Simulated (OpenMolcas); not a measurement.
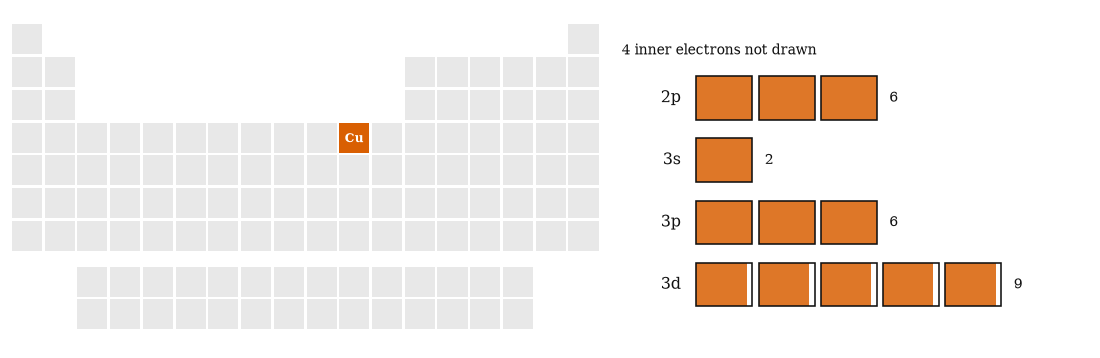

Fig. 1: Left, the place of copper in the periodic table; right, the outer shells of the leading configuration of the lowest level: a box for each of the 2l + 1 orbitals, shaded by the share of the shell that is filled, with the electron count at the right.

# Multiconfigurational calculation, with input and output: Cu²⁺ complex

Cu²⁺ with 6 ligands (F; octahedron, 2.13 Å), neutralised by 6 outer point charges of +0.67 e, whose field is part of the energies. Computed at this level: state-averaged CASSCF, active space 9 electrons in the shell 3d, basis ANO-RCC-VDZP on the metal and ANO-RCC-VDZP on the ligands, DKH2 scalar Hamiltonian, spin-orbit coupling by RASSI with atomic mean-field integrals (OpenMolcas).

## Output (extracts)
```
--- SEWARD ---
Basis set label: CU.ANO-RCC...5S4P2D1F.

      Electronic valence basis set:
      ------------------
      Associated Effective Charge  29.000000 au
      Associated Actual Charge     29.000000 au
      Nuclear Model: Point charge

      Shell  nPrim  nBasis  Cartesian Spherical Contaminant
         s      21       5        X
         p      15       4        X
         d      10       2                 X
         f       6       1                 X
                  Relativistic Douglas-Kroll-Hess integrals:
                    - DKH order of Hamiltonian: 2
                    - DKH order of Properties : 0
                  Atomic mean-field integrals
--- RASSCF ---
Wave function specifications:
      -----------------------------

      Number of closed shell electrons          78
      Number of electrons in active shells       9
      Max number of holes in RAS1 space          0
      Max nr of electrons in RAS3 space          0
      Number of inactive orbitals               39
      Number of active orbitals                  5
      Number of secondary orbitals              74
      Spin quantum number                      0.5
      State symmetry                             1
Orbital specifications:
      -----------------------

      Symmetry species                           1   2
                                                ag  au
      Frozen orbitals                            0   0
      Inactive orbitals                         18  21
      Active orbitals                            5   0
      RAS1 orbitals                              0   0
      RAS2 orbitals                              5   0
      RAS3 orbitals                              0   0
      Secondary orbitals                        34  40
      Deleted orbitals                           0   0
      Number of basis functions                 57  61
      Number of CSFs                             5
      Number of root(s) required                 5
      Iter CI   SX   CI       RASSCF       Energy    max ROT     max BLB   max BLB  Level Ln srch  Step   QN
          iter iter root      energy       change     param      element    value   shift minimum  type update
 Nr of preliminary CI iterations:   1
      Total energies have been shifted. Add                -2000.00 au
        1   1   10    0  -250.93253712    0.00E+00  -5.36E-02   16  50 1 -3.62E-01*  1.47   0.00    SX    NO
        2   1   11    0  -251.65224637   -7.20E-01* -3.22E-02    9  36 2 -1.24E-01*  1.12   0.00    SX    NO
        3   1   10    0  -251.73791523   -8.57E-02* -1.51E-02   15  49 1  4.32E-02*  1.09   0.00    SX    NO
        4   1    9    0  -251.74664331   -8.73E-03* -5.88E-03    6  30 1 -2.19E-02*  1.06   0.00    SX    NO
        5   1    9    0  -251.74916075   -2.52E-03* -5.15E-03    6  30 1 -1.53E-02*  1.06   1.91    LS   YES
        6   1    9    0  -251.74989543   -7.35E-04* -4.82E-03    6  34 2 -2.53E-02*  1.07   1.04    QN   YES
        7   1    9    0  -251.75053162   -6.36E-04*  1.67E-03   23  29 1 -4.95E-03*  1.05   0.98    QN   YES
        8   1    8    0  -251.75064692   -1.15E-04*  1.79E-03   15  49 1 -2.46E-03*  1.05   2.08    LS   YES
        9   1    8    0  -251.75068983   -4.29E-05*  2.39E-04   23  29 1  9.17E-04*  1.05   1.02    QN   YES
       10   1    7    0  -251.75069633   -6.50E-06*  1.87E-04   14  22 2  4.44E-04*  1.05   1.78    LS   YES
       11   1    7    0  -251.75069814   -1.81E-06*  1.33E-04   19  25 1 -4.21E-04*  1.05   1.12    QN   YES
       12   1    6    0  -251.75069887   -7.23E-07* -7.22E-05    6  24 1 -1.43E-04*  1.05   1.34    QN   YES
       13   1    6    0  -251.75069901   -1.45E-07*  2.72E-05    6  24 1 -5.66E-05   1.05   1.21    QN   YES
       14   1    5    0  -251.75069903   -1.90E-08*  1.49E-05    6  24 1 -2.56E-05   1.05   1.34    QN   YES
       15   1    5    0  -251.75069904   -7.17E-09  -5.21E-06    6  24 1 -9.85E-06   1.05   1.05    QN   YES
      Convergence after 15 iterations
       16   1    5    0  -251.75069904   -9.36E-10  -5.21E-06    6  24 1 -4.66E-06   1.05   1.05    QN   YES
      Natural orbitals and occupation numbers for root  1
      sym 1:   2.000000   1.000000   2.000000   2.000000   2.000000
      Natural orbitals and occupation numbers for root  2
      sym 1:   2.000000   2.000000   2.000000   2.000000   1.000000
      Natural orbitals and occupation numbers for root  3
      sym 1:   2.000000   1.000000   2.000000   2.000000   2.000000
::    RASSCF root number  1 Total energy:  -2251.76028326
::    RASSCF root number  2 Total energy:  -2251.76028326
::    RASSCF root number  3 Total energy:  -2251.74430956
::    RASSCF root number  4 Total energy:  -2251.74430956
::    RASSCF root number  5 Total energy:  -2251.74430956
--- RASSI ---
SPIN-FREE ENERGIES:
  (Shifted by EMIN (a.u.) =      -2251.7602832584)

 SF State       Relative EMIN(au)   Rel lowest level(eV)    D:o, cm**(-1)

     1             0.0000000000        0.0000000000              0.0000
     2             0.0000000000        0.0000000000              0.0000
     3             0.0159736997        0.4346665110           3505.8218
     4             0.0159736997        0.4346665110           3505.8218
     5             0.0159736997        0.4346665110           3505.8218
     Dipole printing threshold changed to   1.00000000E+00
Eigenvalues of complex Hamiltonian:
   -----------------------------------
  (Shifted by EMIN (a.u.) =      -2251.7602832584)

 SO State       Relative EMIN(au)   Rel lowest level(eV)    D:o, cm**(-1)

     1            -0.0011372409        0.0000000000              0.0000
     2            -0.0011372409        0.0000000000              0.0000
     3            -0.0011372409        0.0000000000              0.0000
     4            -0.0011372409        0.0000000000              0.0000
     5             0.0122042162        0.3630395410           2928.1114
     6             0.0122042162        0.3630395410           2928.1114
     7             0.0189956823        0.5478447484           4418.6659
     8             0.0189956823        0.5478447484           4418.6659
     9             0.0189956823        0.5478447484           4418.6659
    10             0.0189956823        0.5478447484           4418.6659
Weights of the five most important spin-orbit-free states for each spin-orbit state.

 SO State  Total energy (au)           Spin-free states, spin, and weights
 -------------------------------------------------------------------------------------------------------
    1        -0.001137       1 0.5  0.6517    2 0.5  0.2918    4 0.5  0.0371    3 0.5  0.0135    5 0.5  0.0059
    2        -0.001137       2 0.5  0.6517    1 0.5  0.2918    5 0.5  0.0318    3 0.5  0.0242    4 0.5  0.0005
    3        -0.001137       2 0.5  0.6830    1 0.5  0.2605    5 0.5  0.0327    3 0.5  0.0229    4 0.5  0.0009
    4        -0.001137       1 0.5  0.6830    2 0.5  0.2605    4 0.5  0.0368    3 0.5  0.0148    5 0.5  0.0049
    5         0.012204       5 0.5  0.3333    4 0.5  0.3333    3 0.5  0.3333    1 0.5  0.0000    2 0.5  0.0000
    6         0.012204       5 0.5  0.3333    4 0.5  0.3333    3 0.5  0.3333    1 0.5  0.0000    2 0.5  0.0000
    7         0.018996       5 0.5  0.6288    3 0.5  0.1673    4 0.5  0.1474    2 0.5  0.0542    1 0.5  0.0023
    8         0.018996       4 0.5  0.4816    3 0.5  0.4617    1 0.5  0.0542    2 0.5  0.0023    5 0.5  0.0002
    9         0.018996       5 0.5  0.6288    3 0.5  0.1673    4 0.5  0.1474    2 0.5  0.0542    1 0.5  0.0023
   10         0.018996       4 0.5  0.4816    3 0.5  0.4617    1 0.5  0.0542    2 0.5  0.0023    5 0.5  0.0002
 -------------------------------------------------------------------------------------------------------
```

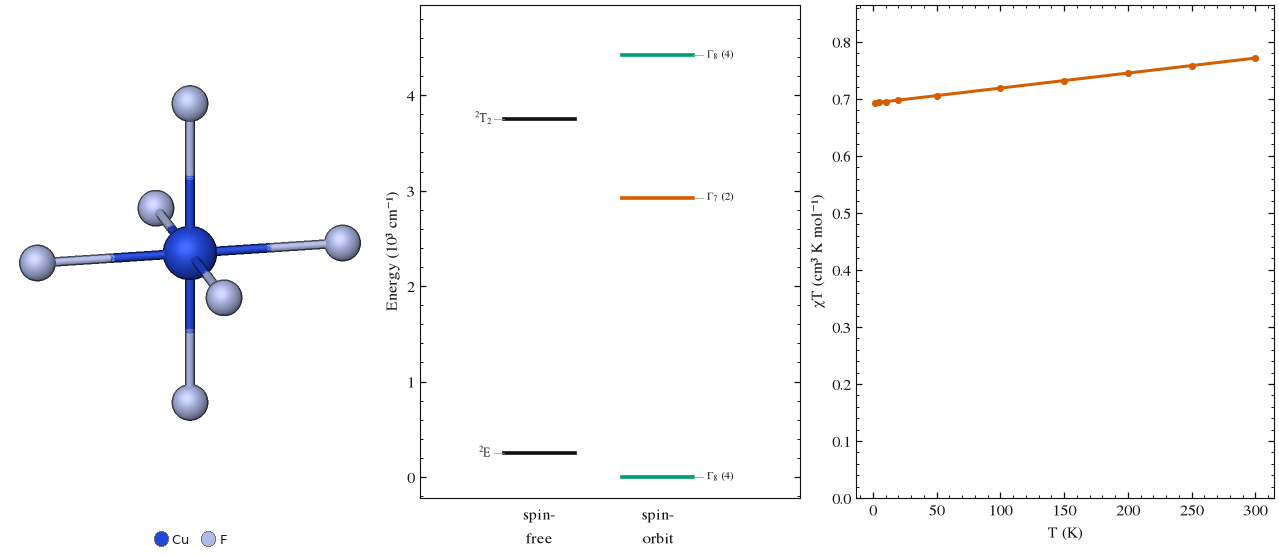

Fig. 2: Cu²⁺ (3d⁹) with 6 ligands, F⁻, at 2.13 Å (arrangement: octahedron, Oh), neutralised by outer point charges of +0.67 e, and its levels and susceptibility. Labels give the representation in O, Td, D4 or D3 as the site allows (double group for half-integer spin) where it could be assigned and, in brackets, the degeneracy; spin-free states, where drawn, share the zero of the spin-orbit levels. Powder susceptibility by Van Vleck's formula. The ground level is Γ₈, 4-fold degenerate, 100 % from states of spin multiplicity 2. The next level lies at 2,930 cm⁻¹ (Γ₇). The lowest spin-free state is ²E, from the free-ion D term; of the same spin there follows at 3,510 cm⁻¹ (²T₂) above it. A ligand-field fit to the spin-free states gives |10Dq| = 3,510 cm⁻¹. χT is 0.693 cm³ K mol⁻¹ at 2 K and 0.771 at 300 K, an effective moment of 2.48 μB. The active orbitals hold 97 to 99 % metal character (Löwdin), and the Mulliken charge of the metal is +1.66.

## Input file
```
&GATEWAY
Coord
7

Cu 0.0 0.0 0.0
F 2.130000 0.000000 0.000000
F 0.000000 2.130000 0.000000
F -2.130000 0.000000 0.000000
F 0.000000 -2.130000 0.000000
F 0.000000 0.000000 2.130000
F 0.000000 0.000000 -2.130000
Basis=Cu.ANO-RCC-VDZP,F.ANO-RCC-VDZP
Group=XYZ
NoMove
AngMom=0.0 0.0 0.0
AMFI
RICD
XField
3 Angstrom 0
4.730000 0.000000 0.000000 0.666667
0.000000 4.730000 0.000000 0.666667
0.000000 0.000000 4.730000 0.666667
&SEWARD
&RASSCF
FileOrb=start.orb
Symmetry=1
Spin=2
nActEl=9 0 0
Inactive=18 21
Ras2=5 0
CIRoot=5 5 1
SDav=5
CIMx=300
Iter=150 100
PrWF=0.3
OrbListing=Nothing
MaxOrb=0
LevShft=1.0
>>> COPY $Project.JobIph JOB001
&RASSI
NrOfJobIphs=1 5
1 2 3 4 5
IphNames
JOB001
EJob
SpinOrbit
DIPRint=1.0
SOCoupling=1000.0
Subsets=2
Property=9
'ANGMOM' 1 'ANGMOM' 2 'ANGMOM' 3 'MLTPL  1' 1 'MLTPL  1' 2 'MLTPL  1' 3
'AMFI' 1 'AMFI' 2 'AMFI' 3
SOProperty=3
'ANGMOM' 1 'ANGMOM' 2 'ANGMOM' 3
```

The file start.orb holds starting orbitals from an earlier step. A driver script formed the levels outside the program, from RASSI's spin-orbit matrix and the active-space energies, averaged over the components of each term or state.

Launched with:
```bash
OMP_NUM_THREADS=1 MOLCAS_MEM=2457 MOLCAS_PROJECT=a pymolcas a.inp > a.log  # once for each step of the input, in one work folder
```

## Summary

| quantity | value |
| --- | --- |
| outcome | converged |
| energy of the lowest spin-free term | −2251.76028 hartree |
| energy of the lowest spin-orbit level | −2251.76142 hartree |
| largest spread among components of a term | 0.0 cm⁻¹ |
| hardware | 1 thread of Arm Neoverse V1, 24 GiB of memory available, shared host |
| wall time | 5.9 s |
| peak memory | 0.18 GiB |

## Remarks

Without dynamic correlation the splittings between terms come out too large, often by 20 to 50 %. Caveats: orbital doublet at a regular site, Jahn-Teller distortion not allowed for; distances are set from ionic radii, not optimised.
